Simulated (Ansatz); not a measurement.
# SnSe (SMILES [Se][Sn]) at PBE0/STO-3G

What is the vertical ionisation energy of SnSe at PBE0/STO-3G? 

The results are computed with Ansatz 0.2.0.

### 1 Starting point

SnSe has 2 atoms, charge 0, and is taken as a singlet. SMILES: `[Se][Sn]`. The coordinates come from a PBE0-D4/def2-TZVP relaxation.

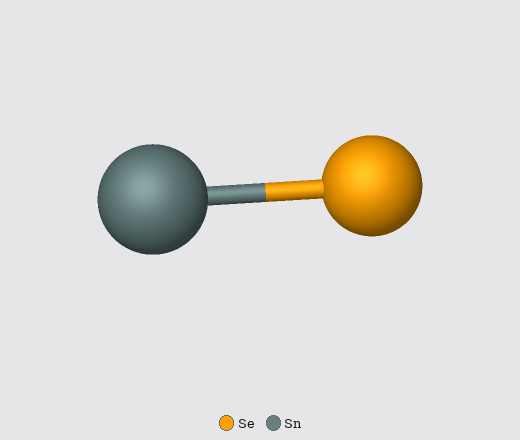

The structure, seen from a chosen angle (selenium orange, tin teal).

### 2 The energy at PBE0/STO-3G

The input, in.yaml:

```yaml
crystal:
  periodic: [false, false, false]
  atoms:
    - {symbol: Se, position_ang: [0.000000, -0.000000, 0.006530]}
    - {symbol: Sn, position_ang: [-0.000000, 0.000000, 2.331810]}
basis:
  gaussian: {orbitals: STO-3G}
hamiltonian: {xc: pbe0}
accuracy: high
```

Started as:

```sh
$ ansatz run in.yaml --threads 1 --pin off --max-ram 3480MiB --events-out events.jsonl --progress --plain --runs-dir runs
```

The log of the run:

```text
Warning: RAYON_NUM_THREADS=1 ignored (pool sized by the plan → 1); use --threads N
Functional definition: PBE0
  name "PBE0"
  parameter a = 0.25
  parameter kappa = 0.804
  parameter beta = 0.06672455060314922
  exchange = (1 - a)*pbe_x(kappa = kappa, mu = beta*pi^2/3) + a*exact_x
  correlation = pbe_c(beta = beta)
711 factors; integrals over basis functions are off by at most 1.8e-8 eV
mean field evaluation 1: about -226932.4346 eV, gradient 2.0e1 eV
mean field evaluation 2: about -226897.0160 eV, gradient 8.1e1 eV
mean field evaluation 4: about -226935.6240 eV, gradient 1.3e0 eV
mean field evaluation 8: about -226935.6298 eV, gradient 6.7e-2 eV
mean field evaluation 16: about -226935.6298 eV, gradient 3.0e-8 eV
mean field -226935.62982845 eV, -8339.7305737010 hartree, gradient 3.0e-8 eV, S^2 0.000000; 0 other end points of the search recorded, 0 dependent functions left out
reference -226935.62982974 eV, -8339.7305737485 hartree; 42, 42 occupied and 3, 3 virtual orbitals, 711 factors
Total energy: -226935.62982974 eV, -8339.7305737485 hartree
```

It took 2.3 s on 1 thread of Arm Neoverse V1, shared host; peak memory 0.14 GiB.

### 3 The doublet cation

The input, run.yaml:

```yaml
basis:
  gaussian: {orbitals: STO-3G}
crystal:
  periodic: [false, false, false]
  atoms:
    - {symbol: Se, position_ang: [0.000000, -0.000000, 0.006530]}
    - {symbol: Sn, position_ang: [-0.000000, 0.000000, 2.331810]}
total_charge: 1
magnetization: {spin_polarized: true, initial_magnetization: 1}
hamiltonian: {xc: pbe0}
accuracy: high
```

Started as:

```sh
$ ansatz run run.yaml --threads 1 --pin off --max-ram 3480MiB --events-out events.jsonl --progress --plain --runs-dir runs
```

The log of the run, cut to the lines that bear on the results:

```text
Warning: RAYON_NUM_THREADS=1 ignored (pool sized by the plan → 1); use --threads N
[... 7 set-up lines as earlier in the session ...]
711 factors; integrals over basis functions are off by at most 1.8e-8 eV
mean field evaluation 1: about -226920.1741 eV, gradient 2.2e1 eV
mean field evaluation 2: about -226851.3094 eV, gradient 6.5e1 eV
mean field evaluation 4: about -226928.9212 eV, gradient 9.2e-1 eV
mean field evaluation 8: about -226928.9298 eV, gradient 1.8e-1 eV
mean field evaluation 16: about -226928.9287 eV, gradient 2.1e-5 eV
mean field evaluation 32: about -226928.9287 eV, gradient 7.0e-8 eV
mean field -226928.92871022 eV, -8339.4843121480 hartree, gradient 7.0e-8 eV, S^2 0.766328; 3 other end points of the search recorded, 0 dependent functions left out
reference -226928.92871154 eV, -8339.4843121967 hartree; 42, 41 occupied and 3, 4 virtual orbitals, 711 factors
Total energy: -226928.92871154 eV, -8339.4843121967 hartree
```

Wall time 5.4 s (1 thread of Arm Neoverse V1, shared host); peak memory 0.21 GiB.

### 4 What came out

At PBE0/STO-3G:

| quantity | value |
| --- | --- |
| singlet SnSe: total energy | -8339.73057 Eh |
| doublet cation: total energy | -8339.48431 Eh |
| doublet cation: ⟨S²⟩ | 0.766 |
| vertical ionisation energy (to the doublet cation) | 6.701 eV |

In words: The vertical ionisation energy comes to 6.70 eV (155 kcal/mol). In a minimal basis such a difference can be off by several eV, whatever the method. Relativity is left out (singlet SnSe) although the molecule holds a heavy atom. Relativity is left out (doublet cation) although the molecule holds a heavy atom.
